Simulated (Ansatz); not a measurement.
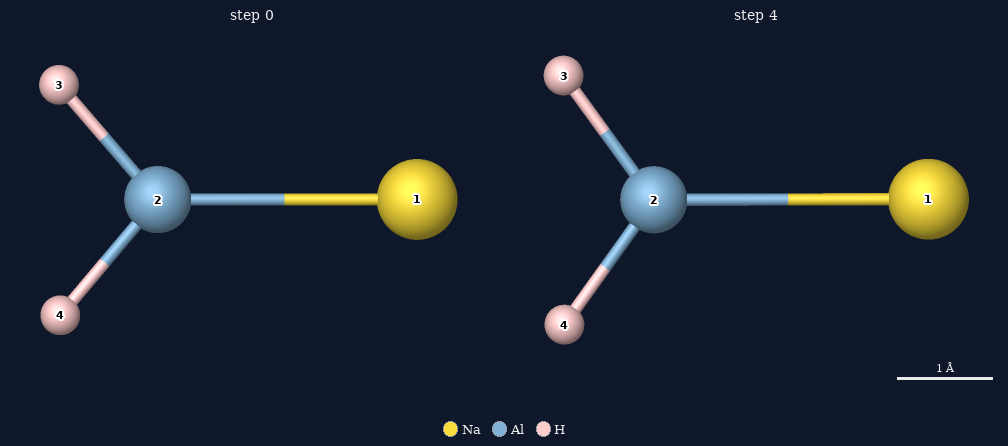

The structure of NaAlH₂ before (left) and after (right) a relaxation, at one scale.

A ball-and-stick model, seen face on.

All numbers below come from RKS PBE0-D4/def2-TZVP in Ansatz 0.2.0. Set-up: force threshold 0.005 eV/Å; at most 200 steps.

### Describe what moved and what it gained.

The energy falls by 0.083 eV in 4 geometry steps. The largest force component goes from 0.46 to 0.0013 eV/Å. The largest moves after the best rigid fit, 0.098 Å, are those of H3 and H4. By element the largest moves are H 0.098 Å, Al 0.084 Å, Na 0.078 Å. Among the contacts that change: Na1–Al2 2.741 → 2.903 Å, Al2–H3 1.596 → 1.618 Å. Bond angles that change, for instance: H3–Al2–H4 98.9° → 108.2°, Na1–Al2–H3 130.8° → 126.0°, Na1–Al2–H4 130.2° → 125.8°. The run took 9 s on 2 threads of Arm Neoverse N1 (shared host).
